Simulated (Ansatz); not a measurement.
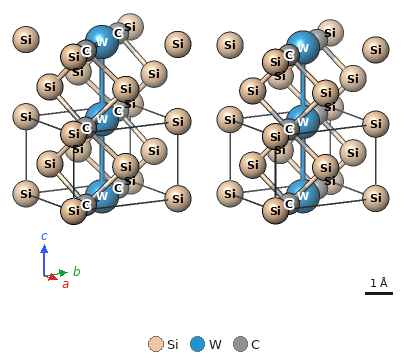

Two geometries of a crystal of Si3WC2 (a generated structure, set up in Cmmm) (coarse preliminary run), drawn at one scale. One is the start of a relaxation, the other its converged end. Style: ball-and-stick. Shown: the cell of the calculation, repeated 1 × 1 × 2 with one cell outlined, slightly off an axis.

The calculation used DFT PBE, scalar-relativistic, plane waves, PAW in Ansatz. (plane-wave cutoff 420 eV; k-point mesh 4 × 4 × 6; occupations gaussian; smearing width 0.1 eV; no spin polarisation; cell and atoms relaxed; force threshold 0.04 eV/Å; at most 70 steps)

Question: Which one is relaxed?

Answer: The right one is the relaxed one. Over 5 accepted moves (6 points after the start) the energy falls by 159 meV per atom. The largest force component goes from 1.7 to 0.0085 eV/Å. The pressure goes from −17.62 to −0.10 GPa. The SCF was repeated once at an unchanged geometry on a basis and grid sized afresh for the cell, which shifted the energy by 0.8 meV per atom at most. The largest moves relative to the cell, 0.23 Å, are those of C atoms. Si and W stay in place. The volume changes by −10.3 %, with a = b 5.320 → 5.145 Å (−3.3 %), c 2.904 → 2.798 Å (−3.7 %), γ 113.5° → 114.1°. Among the contacts that change: C–W 2.530 → 2.223 Å, C–Si 1.919 → 2.093 Å, W–W 2.904 → 2.798 Å, C–Si 2.081 → 1.980 Å. Bond angles that change, for instance: Si–C–Si 163.1° → 176.2°, Si–C–Si 98.5° → 91.9°, Si–C–W 81.5° → 88.1°. The space group stays Cmmm (No. 65). The run took 56 s on 1 thread of Intel(R) Xeon(R) Processor @ 2.50GHz (Skylake/Cascade Lake), with other jobs on the host, peak memory 0.39 GiB.
